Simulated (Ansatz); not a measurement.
# GaH6NSi2: up Jacob's ladder to CCSD(T)

How much do the methods differ for GaH6NSi2? The plan is to run it at one geometry with functionals of several rungs and with coupled cluster. The yardstick is the atomisation energy at the CCSD(T) limit.

Program: Ansatz 0.2.0, Gaussian basis. Level of theory: functionals in def2-TZVPP, the program's frozen cores in correlated methods. These are calculated values, not measurements.

Plan: LDA (SPW92), PBE-D4, revPBE-D4, BLYP-D4, r2SCAN-D4, B97M-V, PBE0-D4, B3LYP-D4, r2SCANh-D4, r2SCAN0-D4, HSE06-D4, BHLYP-D4, CAM-B3LYP-D4, LC-ωPBE, ωB97X-V, ωB97M-V, B2PLYP, PBE-QIDH; CCSD(T)/def2-SVP; CCSD(T)/def2-TZVPP; MP2/def2-QZVPP; extrapolation to the limit; RPA on PBE.

**1. The relaxed structure**

The geometry comes from an earlier relaxation with PBE0-D4 in a triple-zeta def2 set; it is a stationary point, not always the lowest conformer.

SMILES `[NH]1[SiH2][SiH2][GaH]1`, 10 atoms, charge 0, spin multiplicity 1.

Atoms are counted from 1 here; the program's logs count them from 0.

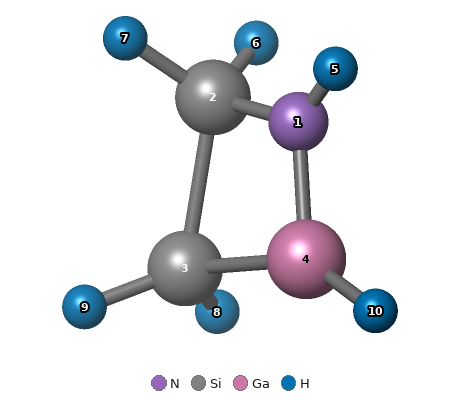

The geometry (nitrogen purple, silicon grey, gallium pink, hydrogen blue); atoms are numbered from 1 in the order of the file.

**2. LDA**

This LDA is Slater exchange with PW92 correlation.

Input file in.yaml:

```yaml
crystal:
  periodic: [false, false, false]
  atoms:
    - {symbol: N, position_ang: [-0.218089, 0.803883, -1.131416]}
    - {symbol: Si, position_ang: [-0.669335, 0.944365, 0.542488]}
    - {symbol: Si, position_ang: [0.400947, -1.087886, 1.044322]}
    - {symbol: Ga, position_ang: [0.745046, -0.775690, -1.319800]}
    - {symbol: H, position_ang: [-0.456077, 1.481665, -1.841131]}
    - {symbol: H, position_ang: [-2.145268, 0.976826, 0.765115]}
    - {symbol: H, position_ang: [-0.112981, 2.156302, 1.213827]}
    - {symbol: H, position_ang: [-0.465445, -2.218214, 1.476396]}
    - {symbol: H, position_ang: [1.590981, -1.023826, 1.935755]}
    - {symbol: H, position_ang: [1.330212, -1.257425, -2.685546]}
basis:
  gaussian: {orbitals: def2-TZVPP}
hamiltonian: {xc: lda}
output: {orbitals: {seedname: orbitals}}
```

Command:

```
$ ansatz run in.yaml --threads 4 --pin off --events-out ev --progress --plain --max-ram 10444MiB
```

Output (excerpt; [...] marks lines left out):

```text
Functional definition: SPW92
  name "SPW92"
  cite "Dirac, Proc. Camb. Phil. Soc. 26, 376 (1930) doi:10.1017/S0305004100016108"
  cite "Slater, Phys. Rev. 81, 385 (1951) doi:10.1103/PhysRev.81.385"
  cite "Perdew & Wang, Phys. Rev. B 45, 13244 (1992) doi:10.1103/PhysRevB.45.13244"
[...]
1453 factors; their error is unknown
[...]
mean field -69564.32601112 eV, -2556.4418285148 hartree, gradient 5.6e-5 eV, S^2 0.000000; 0 other end points of the search recorded, 0 dependent functions left out
reference -69564.32605664 eV, -2556.4418301876 hartree; 36, 36 occupied and 211, 211 virtual orbitals, 1453 factors
Total energy: -69564.32605664 eV, -2556.4418301876 hartree
```

Wall time 1.7 s (4 threads of Arm Neoverse V1, shared host); peak memory 0.36 GiB.

Atomisation energy: 3327.4 kJ/mol (free atoms -69529.840 eV, run apart). HOMO -6.12 eV, LUMO -2.44 eV.

**3. PBE-D4 (GGA)**

in.yaml, as its differences from that of step 2:

```diff
@@ -15,3 +15,3 @@
   gaussian: {orbitals: def2-TZVPP}
-hamiltonian: {xc: lda}
-output: {orbitals: {seedname: orbitals}}
+hamiltonian: {xc: pbe, dispersion: d4}
+output: {forces: true, orbitals: {seedname: orbitals}}
```

Same command.

Output (excerpt; [...] marks lines left out):

```text
Functional definition: PBE
  name "PBE"
  cite "Perdew, Burke & Ernzerhof, Phys. Rev. Lett. 77, 3865 (1996) doi:10.1103/PhysRevLett.77.3865"
  parent pbe
[...]
1453 factors; their error is unknown
[...]
mean field -69704.81957032 eV, -2561.6048715856 hartree, gradient 1.2e-5 eV, S^2 0.000000; 0 other end points of the search recorded, 0 dependent functions left out
[...]
Atom 6 at    -0.112981     2.156302     1.213827 Å, force     0.059342     0.131961     0.069239 eV/Å
Atom 7 at    -0.465445    -2.218214     1.476396 Å, force    -0.085352    -0.120362     0.047577 eV/Å
Atom 8 at     1.590981    -1.023826     1.935755 Å, force     0.123016     0.001220     0.093734 eV/Å
Atom 9 at     1.330212    -1.257425    -2.685546 Å, force     0.027830    -0.014150    -0.089213 eV/Å
Dipole moment:     0.034433     0.020881    -0.210097 e Å
```

It took 3.1 s on 4 threads of Arm Neoverse V1, shared host; peak memory 0.36 GiB.

Atomisation energy: 2952.4 kJ/mol (free atoms -69674.504 eV, run apart). HOMO -6.01 eV, LUMO -2.22 eV.

**4. revPBE-D4 (GGA)**

in.yaml, as its differences from that of step 3:

```diff
@@ -15,3 +15,3 @@
   gaussian: {orbitals: def2-TZVPP}
-hamiltonian: {xc: pbe, dispersion: d4}
-output: {forces: true, orbitals: {seedname: orbitals}}
+hamiltonian: {xc: {name: revPBE}, dispersion: d4}
+output: {orbitals: {seedname: orbitals}}
```

Same command.

Output (excerpt; [...] marks lines left out):

```text
Functional definition: revPBE
  name "revPBE"
  cite "Zhang & Yang, Phys. Rev. Lett. 80, 890 (1998) doi:10.1103/PhysRevLett.80.890"
  cite "Perdew, Burke & Ernzerhof, Phys. Rev. Lett. 77, 3865 (1996) doi:10.1103/PhysRevLett.77.3865"
[...]
1453 factors; their error is unknown
[...]
mean field -69715.28702488 eV, -2561.9895434456 hartree, gradient 6.1e-5 eV, S^2 0.000000; 0 other end points of the search recorded, 0 dependent functions left out
reference -69715.28708521 eV, -2561.9895456625 hartree; 36, 36 occupied and 211, 211 virtual orbitals, 1453 factors
Total energy: -69716.01093959 eV, -2562.0161468206 hartree
```

It took 2.6 s on 4 threads of Arm Neoverse V1, shared host; peak memory 0.36 GiB.

With the free atoms at this level, -69686.016 eV in sum, the atomisation energy is 2894.1 kJ/mol. HOMO -5.96 eV, LUMO -2.13 eV.

**5. BLYP-D4 (GGA)**

in.yaml, as its differences from that of step 4:

```diff
@@ -15,3 +15,3 @@
   gaussian: {orbitals: def2-TZVPP}
-hamiltonian: {xc: {name: revPBE}, dispersion: d4}
+hamiltonian: {xc: {name: BLYP}, dispersion: d4}
 output: {orbitals: {seedname: orbitals}}
```

Launched as before.

Output (excerpt; [...] marks lines left out):

```text
Functional definition: BLYP
  name "BLYP"
  cite "Becke, Phys. Rev. A 38, 3098 (1988) doi:10.1103/PhysRevA.38.3098"
  cite "Lee, Yang & Parr, Phys. Rev. B 37, 785 (1988) doi:10.1103/PhysRevB.37.785"
[...]
1453 factors; their error is unknown
[...]
mean field -69723.83895203 eV, -2562.3038209718 hartree, gradient 7.6e-5 eV, S^2 0.000000; 0 other end points of the search recorded, 0 dependent functions left out
reference -69723.83935166 eV, -2562.3038356578 hartree; 36, 36 occupied and 211, 211 virtual orbitals, 1453 factors
Total energy: -69724.44525840 eV, -2562.3261023199 hartree
```

Run time: 2.4 s. Hardware: 4 threads of Arm Neoverse V1, shared host; peak memory 0.36 GiB.

Atomisation energy: 2913.0 kJ/mol (free atoms -69694.254 eV, run apart). HOMO -5.85 eV, LUMO -2.11 eV.

**6. r2SCAN-D4 (meta-GGA)**

in.yaml, as its differences from that of step 5:

```diff
@@ -15,3 +15,3 @@
   gaussian: {orbitals: def2-TZVPP}
-hamiltonian: {xc: {name: BLYP}, dispersion: d4}
-output: {orbitals: {seedname: orbitals}}
+hamiltonian: {xc: r2scan, dispersion: d4}
+output: {forces: true, orbitals: {seedname: orbitals}}
```

Launched as before.

Output (excerpt; [...] marks lines left out):

```text
Functional definition: r2SCAN
  name "r2SCAN"
  cite "Furness, Kaplan, Ning, Perdew & Sun, J. Phys. Chem. Lett. 11, 8208 (2020) doi:10.1021/acs.jpclett.0c02405"
  cite "Furness, Kaplan, Ning, Perdew & Sun, J. Phys. Chem. Lett. 11, 9248 (2020) doi:10.1021/acs.jpclett.0c03077"
  parent r2scan
[...]
1453 factors; their error is unknown
[...]
Atom 6 at    -0.112981     2.156302     1.213827 Å, force    -0.010417    -0.006333    -0.009825 eV/Å
Atom 7 at    -0.465445    -2.218214     1.476396 Å, force     0.013750     0.006221     0.000187 eV/Å
Atom 8 at     1.590981    -1.023826     1.935755 Å, force    -0.011553    -0.007883    -0.005833 eV/Å
Atom 9 at     1.330212    -1.257425    -2.685546 Å, force    -0.052100     0.056253     0.085205 eV/Å
Dipole moment:     0.037519     0.015037    -0.208633 e Å
```

Wall time 6.5 s (4 threads of Arm Neoverse V1, shared host); peak memory 0.39 GiB.

With the free atoms at this level, -69689.796 eV in sum, the atomisation energy is 2954.8 kJ/mol. HOMO -6.22 eV, LUMO -2.05 eV.

**7. B97M-V (meta-GGA)**

in.yaml, as its differences from that of step 6:

```diff
@@ -15,3 +15,3 @@
   gaussian: {orbitals: def2-TZVPP}
-hamiltonian: {xc: r2scan, dispersion: d4}
-output: {forces: true, orbitals: {seedname: orbitals}}
+hamiltonian: {xc: {name: B97M-V}}
+output: {orbitals: {seedname: orbitals}}
```

The command is unchanged.

Output:

```text
Functional definition: B97M-V
  name "B97M-V"
  cite "Mardirossian & Head-Gordon, J. Chem. Phys. 142, 074111 (2015) doi:10.1063/1.4907719"
  cite "Becke, J. Chem. Phys. 107, 8554 (1997) doi:10.1063/1.475007"
  cite "Vydrov & Van Voorhis, J. Chem. Phys. 133, 244103 (2010) doi:10.1063/1.3521275"
  # Of w^i u^j: cxij and so on, Table III.
  parameter cx00 = 1.000
  parameter cx01 = 1.308
  parameter cx02 = 1.901
  parameter cx10 = 0.416
  parameter cx11 = 3.070
  parameter css00 = 1.000
  parameter css02 = -1.855
  parameter css10 = -5.668
  parameter css32 = -20.497
  parameter css42 = -20.364
  parameter cos00 = 1.000
  parameter cos01 = 1.573
  parameter cos03 = -6.298
  parameter cos10 = 2.535
  parameter cos32 = -6.427
  parameter b = 6.0
  parameter c = 0.01
  gx(w, u) = cx00 + cx01*u + cx02*u^2 + (cx10 + cx11*u)*w
  gss(w, u) = css00 + css02*u^2 + css10*w + (css32*w^3 + css42*w^4)*u^2
  gos(w, u) = cos00 + cos01*u + cos03*u^3 + cos10*w + cos32*w^3*u^2
  exchange = spin_sum(e_x_unif_s*gx(b97_w, b97_u_x))
  correlation = spin_sum(e_c_pw_mod_same_spin*gss(b97_w, b97_u_same))
      + integral(e_c_pw_mod_opposite_spin*gos(b97_w_opposite, b97_u_opposite)) + vv10(b, c)
1453 factors; their error is unknown
mean field evaluation 1: about -69698.2778 eV, gradient 7.2e1 eV
mean field evaluation 2: about -69635.2491 eV, gradient 1.5e2 eV
mean field evaluation 4: about -69708.3680 eV, gradient 1.3e1 eV
mean field evaluation 8: about -69708.7578 eV, gradient 5.1e-2 eV
mean field evaluation 16: about -69708.7198 eV, gradient 1.5e-4 eV
mean field -69708.71976565 eV, -2561.7482011203 hartree, gradient 2.0e-5 eV, S^2 0.000000; 0 other end points of the search recorded, 0 dependent functions left out
reference -69708.71983982 eV, -2561.7482038460 hartree; 36, 36 occupied and 211, 211 virtual orbitals, 1453 factors
Total energy: -69708.71983982 eV, -2561.7482038460 hartree
```

Wall time 11 s (4 threads of Arm Neoverse V1, shared host); peak memory 0.45 GiB.

With the free atoms at this level, -69677.851 eV in sum, the atomisation energy is 2978.4 kJ/mol. HOMO -6.30 eV, LUMO -2.22 eV.

**8. PBE0-D4 (hybrid)**

in.yaml, as its differences from that of step 7:

```diff
@@ -15,3 +15,3 @@
   gaussian: {orbitals: def2-TZVPP}
-hamiltonian: {xc: {name: B97M-V}}
+hamiltonian: {xc: pbe0, dispersion: d4}
 output: {orbitals: {seedname: orbitals}}
```

Same command.

Output (excerpt; [...] marks lines left out):

```text
Functional definition: PBE0
  name "PBE0"
  cite "Adamo & Barone, J. Chem. Phys. 110, 6158 (1999) doi:10.1063/1.478522"
  cite "Perdew, Burke & Ernzerhof, Phys. Rev. Lett. 77, 3865 (1996) doi:10.1103/PhysRevLett.77.3865"
  parent pbe
[...]
1504 factors; their error is unknown
[...]
mean field -69707.60008173 eV, -2561.7070534953 hartree, gradient 5.3e-5 eV, S^2 0.000000; 0 other end points of the search recorded, 0 dependent functions left out
reference -69707.60011803 eV, -2561.7070548290 hartree; 36, 36 occupied and 211, 211 virtual orbitals, 1504 factors
Total energy: -69707.84173595 eV, -2561.7159341241 hartree
```

Wall time 4.1 s (4 threads of Arm Neoverse V1, shared host); peak memory 0.74 GiB.

With the free atoms at this level, -69677.506 eV in sum, the atomisation energy is 2927.0 kJ/mol. HOMO -6.97 eV, LUMO -1.45 eV.

**9. B3LYP-D4 (hybrid)**

B3LYP here takes the VWN-RPA correlation.

in.yaml, as its differences from that of step 8:

```diff
@@ -15,3 +15,3 @@
   gaussian: {orbitals: def2-TZVPP}
-hamiltonian: {xc: pbe0, dispersion: d4}
-output: {orbitals: {seedname: orbitals}}
+hamiltonian: {xc: {name: B3LYP}, dispersion: d4}
+output: {forces: true, orbitals: {seedname: orbitals}}
```

Same command.

Output (excerpt; [...] marks lines left out):

```text
Functional definition: B3LYP
  name "B3LYP"
  cite "Stephens, Devlin, Chabalowski & Frisch, J. Phys. Chem. 98, 11623 (1994) doi:10.1021/j100096a001"
  cite "Becke, Phys. Rev. A 38, 3098 (1988) doi:10.1103/PhysRevA.38.3098"
  cite "Lee, Yang & Parr, Phys. Rev. B 37, 785 (1988) doi:10.1103/PhysRevB.37.785"
  cite "Vosko, Wilk & Nusair, Can. J. Phys. 58, 1200 (1980) doi:10.1139/p80-159"
[...]
1494 factors; their error is unknown
[...]
Atom 6 at    -0.112981     2.156302     1.213827 Å, force    -0.035103    -0.068131    -0.042779 eV/Å
Atom 7 at    -0.465445    -2.218214     1.476396 Å, force     0.057272     0.063605    -0.020951 eV/Å
Atom 8 at     1.590981    -1.023826     1.935755 Å, force    -0.071982    -0.010759    -0.050279 eV/Å
Atom 9 at     1.330212    -1.257425    -2.685546 Å, force    -0.010808     0.019619    -0.004258 eV/Å
Dipole moment:     0.043241    -0.000307    -0.194025 e Å
```

Run time: 6 s. Hardware: 4 threads of Arm Neoverse V1, shared host; peak memory 0.79 GiB.

With the free atoms at this level, -69695.495 eV in sum, the atomisation energy is 2937.9 kJ/mol. HOMO -6.78 eV, LUMO -1.66 eV.

**10. r2SCANh-D4 (hybrid)**

in.yaml, as its differences from that of step 9:

```diff
@@ -15,3 +15,3 @@
   gaussian: {orbitals: def2-TZVPP}
-hamiltonian: {xc: {name: B3LYP}, dispersion: d4}
-output: {forces: true, orbitals: {seedname: orbitals}}
+hamiltonian: {xc: {name: r2SCANh}, dispersion: d4}
+output: {orbitals: {seedname: orbitals}}
```

Same command.

Output (excerpt; [...] marks lines left out):

```text
Functional definition: r2SCANh
  name "r2SCANh"
  cite "Bursch, Neugebauer, Ehlert & Grimme, J. Chem. Phys. 156, 134105 (2022) doi:10.1063/5.0086040"
  cite "Furness, Kaplan, Ning, Perdew & Sun, J. Phys. Chem. Lett. 11, 8208 (2020) doi:10.1021/acs.jpclett.0c02405"
  cite "Furness, Kaplan, Ning, Perdew & Sun, J. Phys. Chem. Lett. 11, 9248 (2020) doi:10.1021/acs.jpclett.0c03077"
  parent r2scan
[...]
1476 factors; their error is unknown
[...]
mean field -69719.88345477 eV, -2562.1584591286 hartree, gradient 5.4e-5 eV, S^2 0.000000; 0 other end points of the search recorded, 0 dependent functions left out
reference -69719.88346878 eV, -2562.1584596433 hartree; 36, 36 occupied and 211, 211 virtual orbitals, 1476 factors
Total energy: -69719.95372817 eV, -2562.1610416281 hartree
```

Run time: 7 s. Hardware: 4 threads of Arm Neoverse V1, shared host; peak memory 0.76 GiB.

With the free atoms at this level, -69689.485 eV in sum, the atomisation energy is 2939.8 kJ/mol. HOMO -6.57 eV, LUMO -1.77 eV.

**11. r2SCAN0-D4 (hybrid)**

in.yaml, as its differences from that of step 10:

```diff
@@ -15,3 +15,3 @@
   gaussian: {orbitals: def2-TZVPP}
-hamiltonian: {xc: {name: r2SCANh}, dispersion: d4}
+hamiltonian: {xc: {name: r2SCAN0}, dispersion: d4}
 output: {orbitals: {seedname: orbitals}}
```

Launched as before.

Output (excerpt; [...] marks lines left out):

```text
Functional definition: r2SCAN0
  name "r2SCAN0"
  cite "Bursch, Neugebauer, Ehlert & Grimme, J. Chem. Phys. 156, 134105 (2022) doi:10.1063/5.0086040"
  cite "Furness, Kaplan, Ning, Perdew & Sun, J. Phys. Chem. Lett. 11, 8208 (2020) doi:10.1021/acs.jpclett.0c02405"
  cite "Furness, Kaplan, Ning, Perdew & Sun, J. Phys. Chem. Lett. 11, 9248 (2020) doi:10.1021/acs.jpclett.0c03077"
  parent r2scan
[...]
1504 factors; their error is unknown
[...]
mean field -69719.22035461 eV, -2562.1340906471 hartree, gradient 5.1e-5 eV, S^2 0.000000; 0 other end points of the search recorded, 0 dependent functions left out
reference -69719.22036679 eV, -2562.1340910946 hartree; 36, 36 occupied and 211, 211 virtual orbitals, 1504 factors
Total energy: -69719.29907932 eV, -2562.1369837269 hartree
```

Run time: 6.5 s. Hardware: 4 threads of Arm Neoverse V1, shared host; peak memory 0.77 GiB.

Atomisation energy: 2919.1 kJ/mol (free atoms -69689.044 eV, run apart). HOMO -7.11 eV, LUMO -1.36 eV.

**12. HSE06-D4 (hybrid)**

HSE06 is the plane-wave form, built on full-range PBE exchange.

in.yaml, as its differences from that of step 11:

```diff
@@ -15,3 +15,3 @@
   gaussian: {orbitals: def2-TZVPP}
-hamiltonian: {xc: {name: r2SCAN0}, dispersion: d4}
+hamiltonian: {xc: hse06, dispersion: d4}
 output: {orbitals: {seedname: orbitals}}
```

Launched as before.

Output (excerpt; [...] marks lines left out):

```text
Functional definition: HSE06
  name "HSE06"
  cite "Heyd, Scuseria & Ernzerhof, J. Chem. Phys. 118, 8207 (2003) doi:10.1063/1.1564060"
  cite "Krukau, Vydrov, Izmaylov & Scuseria, J. Chem. Phys. 125, 224106 (2006) doi:10.1063/1.2404663"
  cite "Heyd & Scuseria, J. Chem. Phys. 120, 7274 (2004) doi:10.1063/1.1668634"
  cite "Ernzerhof & Perdew, J. Chem. Phys. 109, 3313 (1998) doi:10.1063/1.476928"
[...]
1504 factors; their error is unknown
122 factors; integrals over basis functions are off by at most 5.6e-7 eV
[...]
mean field -69707.13872057 eV, -2561.6900987854 hartree, gradient 7.4e-5 eV, S^2 0.000000; 0 other end points of the search recorded, 0 dependent functions left out
reference -69707.13876892 eV, -2561.6901005620 hartree; 36, 36 occupied and 211, 211 virtual orbitals, 1504 factors
Total energy: -69707.36787081 eV, -2561.6985199014 hartree
```

Wall time 4.5 s (4 threads of Arm Neoverse V1, shared host); peak memory 0.78 GiB.

Atomisation energy: 2928.2 kJ/mol (free atoms -69677.019 eV, run apart). HOMO -6.58 eV, LUMO -1.82 eV.

**13. BHLYP-D4 (hybrid)**

in.yaml, as its differences from that of step 12:

```diff
@@ -15,3 +15,3 @@
   gaussian: {orbitals: def2-TZVPP}
-hamiltonian: {xc: hse06, dispersion: d4}
+hamiltonian: {xc: {name: BHLYP}, dispersion: d4}
 output: {orbitals: {seedname: orbitals}}
```

The command is unchanged.

Output (excerpt; [...] marks lines left out):

```text
Functional definition: BHLYP
  name "BHLYP"
  cite "Becke, J. Chem. Phys. 98, 1372 (1993) doi:10.1063/1.464304"
  cite "Becke, Phys. Rev. A 38, 3098 (1988) doi:10.1103/PhysRevA.38.3098"
  cite "Lee, Yang & Parr, Phys. Rev. B 37, 785 (1988) doi:10.1103/PhysRevB.37.785"
[...]
1596 factors; their error is unknown
[...]
mean field -69721.21173694 eV, -2562.2072725980 hartree, gradient 7.0e-5 eV, S^2 0.000000; 0 other end points of the search recorded, 0 dependent functions left out
reference -69721.21193741 eV, -2562.2072799649 hartree; 36, 36 occupied and 211, 211 virtual orbitals, 1596 factors
Total energy: -69721.62949464 eV, -2562.2226249103 hartree
```

It took 4.6 s on 4 threads of Arm Neoverse V1, shared host; peak memory 0.76 GiB.

With the free atoms at this level, -69691.683 eV in sum, the atomisation energy is 2889.4 kJ/mol. HOMO -7.81 eV, LUMO -0.65 eV.

**14. CAM-B3LYP-D4 (range-separated)**

in.yaml, as its differences from that of step 13:

```diff
@@ -15,3 +15,3 @@
   gaussian: {orbitals: def2-TZVPP}
-hamiltonian: {xc: {name: BHLYP}, dispersion: d4}
+hamiltonian: {xc: {name: CAM-B3LYP}, dispersion: d4}
 output: {orbitals: {seedname: orbitals}}
```

Same command.

Output (excerpt; [...] marks lines left out):

```text
Functional definition: CAM-B3LYP
  name "CAM-B3LYP"
  cite "Yanai, Tew & Handy, Chem. Phys. Lett. 393, 51 (2004) doi:10.1016/j.cplett.2004.06.011"
  cite "Iikura, Tsuneda, Yanai & Hirao, J. Chem. Phys. 115, 3540 (2001) doi:10.1063/1.1383587"
  cite "Becke, Phys. Rev. A 38, 3098 (1988) doi:10.1103/PhysRevA.38.3098"
  cite "Lee, Yang & Parr, Phys. Rev. B 37, 785 (1988) doi:10.1103/PhysRevB.37.785"
[...]
1494 factors; their error is unknown
375 factors; integrals over basis functions are off by at most 1.2e-5 eV
[...]
mean field -69725.63775780 eV, -2562.3699258643 hartree, gradient 4.5e-5 eV, S^2 0.000000; 0 other end points of the search recorded, 0 dependent functions left out
reference -69725.63790243 eV, -2562.3699311795 hartree; 36, 36 occupied and 211, 211 virtual orbitals, 1494 factors
Total energy: -69725.88891874 eV, -2562.3791558586 hartree
```

It took 6.5 s on 4 threads of Arm Neoverse V1, shared host; peak memory 0.84 GiB.

Atomisation energy: 2952.8 kJ/mol (free atoms -69695.285 eV, run apart). HOMO -8.15 eV, LUMO -0.48 eV.

**15. LC-ωPBE (range-separated)**

in.yaml, as its differences from that of step 14:

```diff
@@ -15,3 +15,3 @@
   gaussian: {orbitals: def2-TZVPP}
-hamiltonian: {xc: {name: CAM-B3LYP}, dispersion: d4}
+hamiltonian: {xc: {name: LC-wPBE}}
 output: {orbitals: {seedname: orbitals}}
```

Launched as before.

Output (excerpt; [...] marks lines left out):

```text
Functional definition: LC-wPBE
  name "LC-wPBE"
  cite "Vydrov & Scuseria, J. Chem. Phys. 125, 234109 (2006) doi:10.1063/1.2409292"
  cite "Heyd & Scuseria, J. Chem. Phys. 120, 7274 (2004) doi:10.1063/1.1668634"
  cite "Ernzerhof & Perdew, J. Chem. Phys. 109, 3313 (1998) doi:10.1063/1.476928"
  cite "Perdew, Burke & Ernzerhof, Phys. Rev. Lett. 77, 3865 (1996) doi:10.1103/PhysRevLett.77.3865"
  parent pbe
[...]
1453 factors; their error is unknown
480 factors; integrals over basis functions are off by at most 2.5e-5 eV
[...]
mean field -69710.16897345 eV, -2561.8014585247 hartree, gradient 4.5e-5 eV, S^2 0.000000; 0 other end points of the search recorded, 0 dependent functions left out
reference -69710.16897346 eV, -2561.8014585251 hartree; 36, 36 occupied and 211, 211 virtual orbitals, 1453 factors
Total energy: -69710.16897346 eV, -2561.8014585251 hartree
```

It took 5.5 s on 4 threads of Arm Neoverse V1, shared host; peak memory 0.54 GiB.

Atomisation energy: 2931.0 kJ/mol (free atoms -69679.791 eV, run apart). HOMO -9.40 eV, LUMO 0.61 eV.

**16. ωB97X-V (range-separated)**

in.yaml, as its differences from that of step 15:

```diff
@@ -15,3 +15,3 @@
   gaussian: {orbitals: def2-TZVPP}
-hamiltonian: {xc: {name: LC-wPBE}}
+hamiltonian: {xc: {name: wB97X-V}}
 output: {orbitals: {seedname: orbitals}}
```

Same command.

Output (excerpt; [...] marks lines left out):

```text
Functional definition: wB97X-V
  name "wB97X-V"
  cite "Mardirossian & Head-Gordon, Phys. Chem. Chem. Phys. 16, 9904 (2014) doi:10.1039/C3CP54374A"
  cite "Becke, J. Chem. Phys. 107, 8554 (1997) doi:10.1063/1.475007"
  cite "Vydrov & Van Voorhis, J. Chem. Phys. 133, 244103 (2010) doi:10.1063/1.3521275"
[...]
      + integral(e_c_pw_opposite_spin*poly(b97_u_opposite, cos0, cos1)) + vv10(b, c)
1494 factors; their error is unknown
341 factors; integrals over basis functions are off by at most 9.4e-6 eV
[...]
mean field -69715.13399905 eV, -2561.9839198501 hartree, gradient 2.0e-5 eV, S^2 0.000000; 0 other end points of the search recorded, 0 dependent functions left out
reference -69715.13399656 eV, -2561.9839197587 hartree; 36, 36 occupied and 211, 211 virtual orbitals, 1494 factors
Total energy: -69715.13399656 eV, -2561.9839197587 hartree
```

Run time: 14 s. Hardware: 4 threads of Arm Neoverse V1, shared host; peak memory 0.9 GiB.

Atomisation energy: 2987.4 kJ/mol (free atoms -69684.172 eV, run apart). HOMO -9.10 eV, LUMO 0.49 eV.

[end of part 1 of 2]
